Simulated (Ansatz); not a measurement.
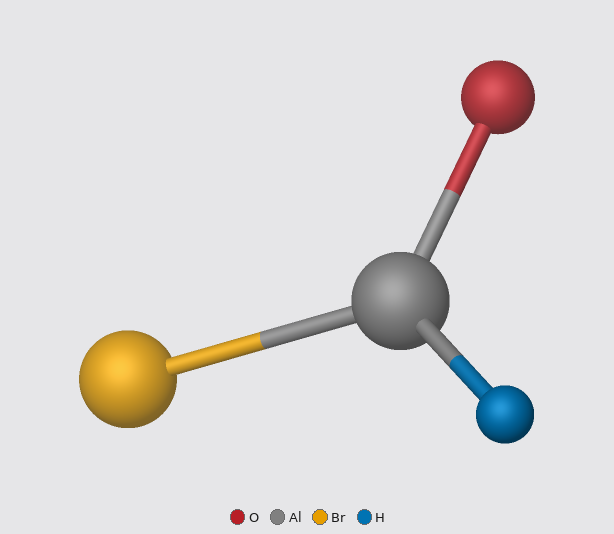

State: neutral, doublet.

Question: Count the atoms of each element.

Answer: AlBrHO, 4 atoms: 1 aluminium, 1 bromine, 1 hydrogen and 1 oxygen.

Question: What is the point group of this geometry?

Answer: Cs.

Question: Count the bonded pairs by element.

Answer: 1 Al–O, 1 Al–Br, 1 Al–H. Sticks follow a distance rule.

Question: How many sets of symmetry-equivalent atoms are there?

Answer: 4: 1 O, 1 Al, 1 Br, 1 H.

More results for the same structure follow; atom numbers are the same in all pictures, views and colours differ. The geometry was computed by an optimisation with PBE0-D4/def2-TZVP. No frequency run is at hand to confirm it as a minimum.

**Shape**

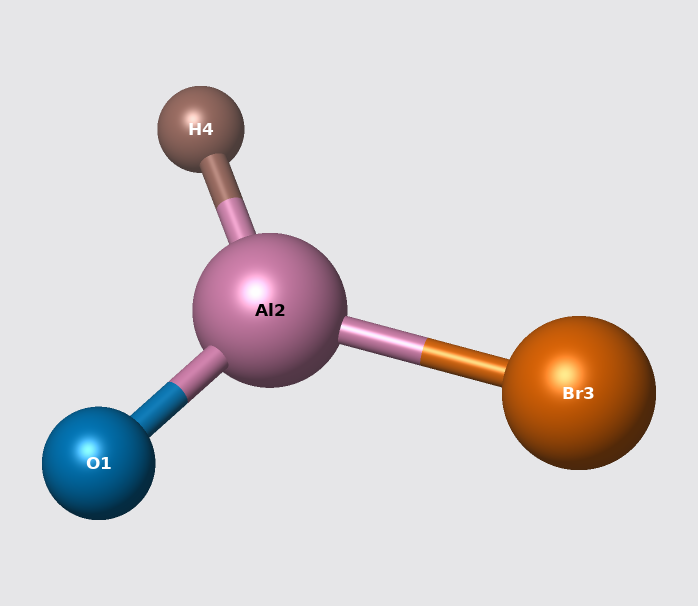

No frequency run is at hand to confirm it as a minimum.

Estimate the angles O1–Al2–Br3, O1–Al2–H4, Br3–Al2–H4.

| angle | degrees |
| --- | --- |
| O1–Al2–Br3 | 115.3 |
| O1–Al2–H4 | 119.2 |
| Br3–Al2–H4 | 125.5 |

**Charges**

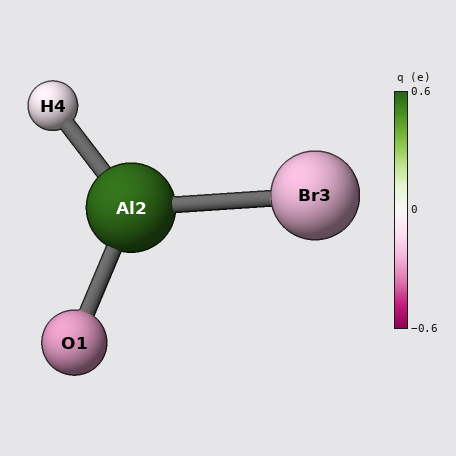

Atoms are coloured by their Mulliken charges. No frequency run is at hand to confirm it as a minimum. Level of theory: UKS PBE0-D4/def2-TZVP (Ansatz 0.2.0).

Question: Which atom carries the highest charge (most positive or least negative)?

Answer: Al2 (0.56 e).

Question: And the lowest?

Answer: O1 (−0.28 e).

List the Mulliken charges.

```csv
atom,value (e)
O1,−0.28
Al2,0.56
Br3,−0.22
H4,−0.06
```

**Dipole moment**

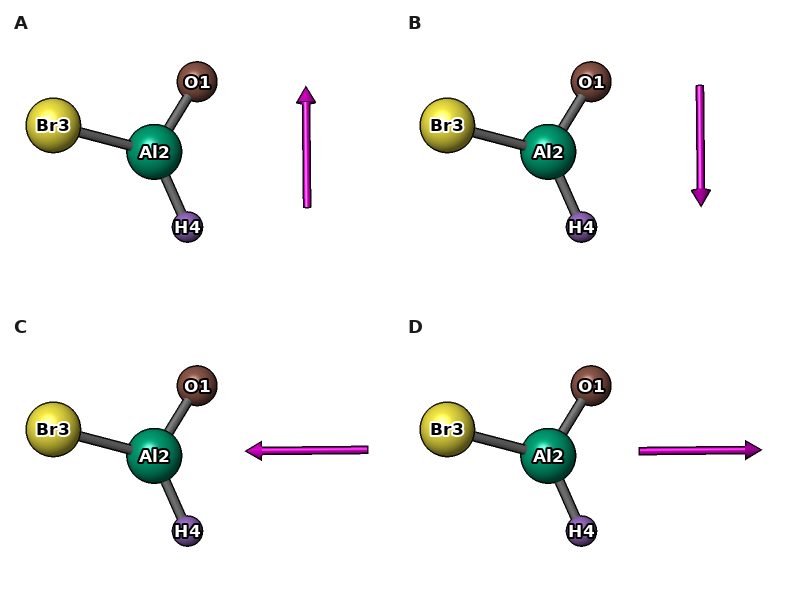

The same molecule four times, each with an arrow. No frequency run is at hand to confirm it as a minimum. Level of theory: UKS PBE0-D4/def2-TZVP (Ansatz 0.2.0).

Question: Which arrow points along the dipole moment, from the negative to the positive end?

Answer: B. The dipole moment is 1.43 D; it points from the side of O1 to the side of H4 (the outermost atoms at the two ends).

**Electronic properties**

No frequency run is at hand to confirm it as a minimum. Method: UKS PBE0-D4/def2-TZVPP (Ansatz 0.2.0).

What does the calculation give?

- HOMO energy (Kohn–Sham orbital): −8.88 eV
- ⟨S²⟩ of the determinant: 0.754

Mulliken values depend strongly on the basis set and can even reverse the polarity of a bond.
